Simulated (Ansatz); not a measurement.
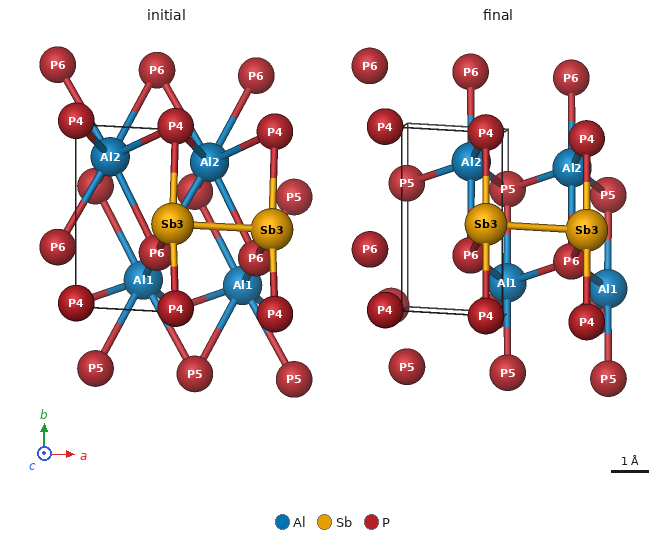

The structure of solid Al₂SbP₃ (built on the Ca2CuO3-71 type type) before (left) and after (right) a relaxation, at one scale.

Style: ball-and-stick. Shown: the cell of the calculation, reduced to other axes, repeated 2 × 1 × 1 with one cell outlined, along the c axis. Lengths and directions refer to the drawn axes.

Case: shaken.

The calculation used Ansatz, DFT, PBEsol, plane waves, PAW.

Input
```yaml
crystal:
  lattice:
    - [-1.3769146022, 2.6434218797, 7.702561417]
    - [1.3621098268, -2.5669136959, 7.6740906508]
    - [1.3788554787, 2.567952729, -7.6767631406]
  atoms:
    - { symbol: Al, position: [0.8324084731, 0.3603154518, 0.5129260689] }
    - { symbol: Al, position: [0.1671821251, 0.6623008537, 0.5146072602] }
    - { symbol: Sb, position: [0.5173216173, -0.0181742636, 0.4931271228] }
    - { symbol: P, position: [-0.0200990159, 0.0056481998, -0.0142024378] }
    - { symbol: P, position: [0.3323450457, 0.8399620788, 0.5320584624] }
    - { symbol: P, position: [0.6781851323, 0.1734956184, 0.4967812945] }
kpoints:
  mp_grid: { grid: [8, 8, 8] }
hamiltonian:
  xc: pbesol
scf:
  occupations: { method: fermi_dirac, width: 0.05 }
relax:
  f_tol: 0.01
  cell: {}
  max_steps: 120
```

Command:
```bash
ansatz run input.yaml --threads 2 --pin off --max-ram 2211MiB --backend cpu --events-out ev --progress --plain --runs-dir out
```

Question: Describe what moved and what it gained.

Answer: Over 14 accepted moves (16 points after the start) the energy falls by 0.890 eV per cell of the calculation. Largest force component: 1.7 eV/Å at the start, 0.0012 eV/Å at the end. The pressure goes from −1.29 to 0.00 GPa. The line search rejected the trial step at point 12 of the run. At 1 point the geometry stayed and the basis and grid were re-selected for the new cell (energy shift of 0.1 meV per cell of the calculation at most each time). The atom that moves furthest relative to the cell is Al2 (0.97 Å roughly along +a). By element the largest moves are Al 0.97 Å, P 0.53 Å, Sb 0.41 Å. The volume changes by −0.7 %, with a 2.741 → 2.788 Å (+1.7 %), b 5.211 → 5.251 Å (+0.8 %), c 8.206 → 8.057 Å (−1.8 %), α 107.9° → 109.0°, β 99.5° → 101.3°. Some distances before and after: Al2–P5 3.738 → 2.582 Å, Al1–P6 3.663 → 2.559 Å, Al2–P4 2.786 → 3.849 Å, Al1–P5 2.874 → 3.843 Å. New bonds form, among them: Al1–P6 (3.66 → 2.56 Å), Al2–P5 (3.74 → 2.58 Å). Among the angles between lasting bonds that change: Al1–P4–Al2 121.9° → 179.7°, Al2–P5–Sb3 176.8° → 145.7°, Al1–P6–Sb3 179.3° → 148.8°. The space group (tolerance 0.01 Å) goes from P1 (No. 1) to C2/m (No. 12). The run took 9.8 min on 2 threads of Arm Neoverse V1, with other jobs on the host, peak memory 0.81 GiB.
